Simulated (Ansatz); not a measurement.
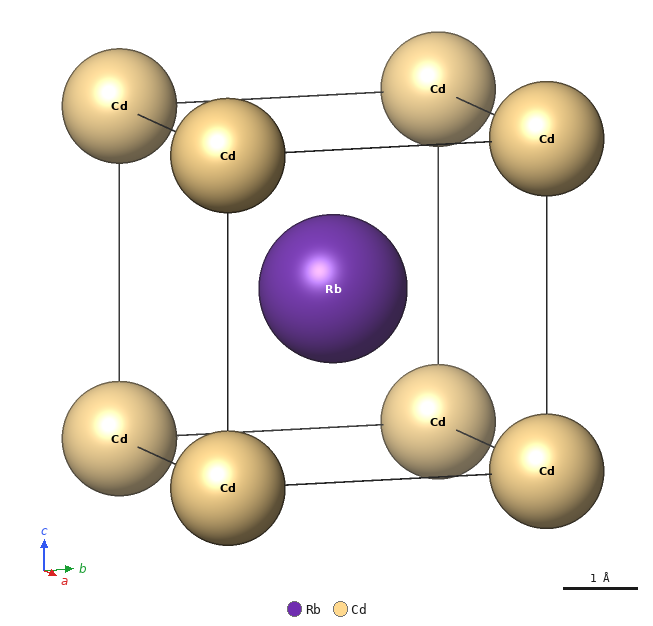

We look at a spheres-only model of the crystal slightly off an axis. The edges of the simulation cell are marked.

Here is the input:
```yaml
crystal:
  lattice:
    - [4.5517563966, 0.0, 0.0]
    - [0.0, 4.5517563966, 0.0]
    - [0.0, 0.0, 4.5517563966]
  atoms:
    - { symbol: Rb, position: [0.5, 0.5, 0.5] }
    - { symbol: Cd, position: [0.0, 0.0, 0.0] }
basis:
  ecutwfc: 420
kpoints:
  mp_grid: { grid: [12, 12, 12] }
  band_path:
    path:
      - [[0.0, 0.0, 0.0], [0.0, 0.5, 0.0], [0.5, 0.5, 0.0], [0.0, 0.0, 0.0], [0.5, 0.5, 0.5], [0.0, 0.5, 0.0]]
      - [[0.5, 0.5, 0.5], [0.5, 0.5, 0.0]]
    npoints: 14
hamiltonian:
  xc: pbe
scf:
  occupations: { method: gaussian, width: 0.1 }
  n_extra_bands: 6
output:
  forces: true
  stress: true
  eigenvalues: true
  populations: true
  dos: { projected: true, de: 0.02, nscf_kmesh: { grid: [15, 15, 15] } }
  bader: true
  write_density: true
  write_potential: true
  elf: true
  volumetric_format: npy
```
Run as:
```sh
ansatz run input.yaml --threads 1 --pin off --max-ram 2048MiB --backend cpu --events-out ev --progress --plain --runs-dir out
```

Method used: DFT PBE, scalar-relativistic, plane waves, PAW (Ansatz). It ran with plane waves up to 420 eV, a 12×12×12 sampling of the Brillouin zone, Gaussian smearing of 0.1 eV, no spin polarisation.

Q: Predict the Bader charges.

A: Rb +0.61 e; Cd -0.61 e.

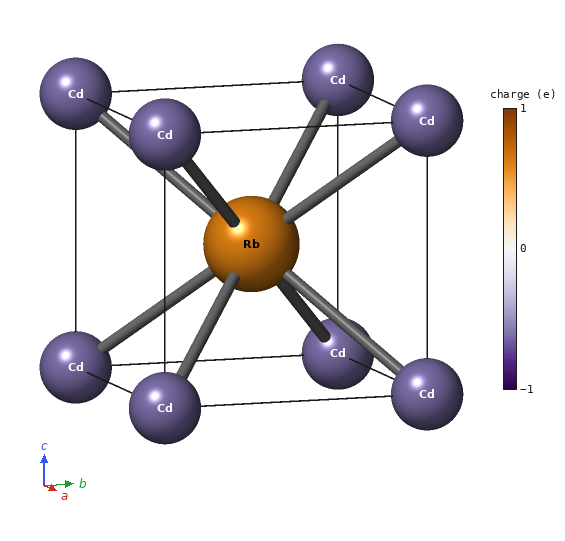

The atoms coloured by those charges.

The structure was taken from a random cell made by a generator, so it need not be a real form of the compound. Earlier steps of the study may have refined or changed the cell and positions. It went into a calculation with Ansatz.
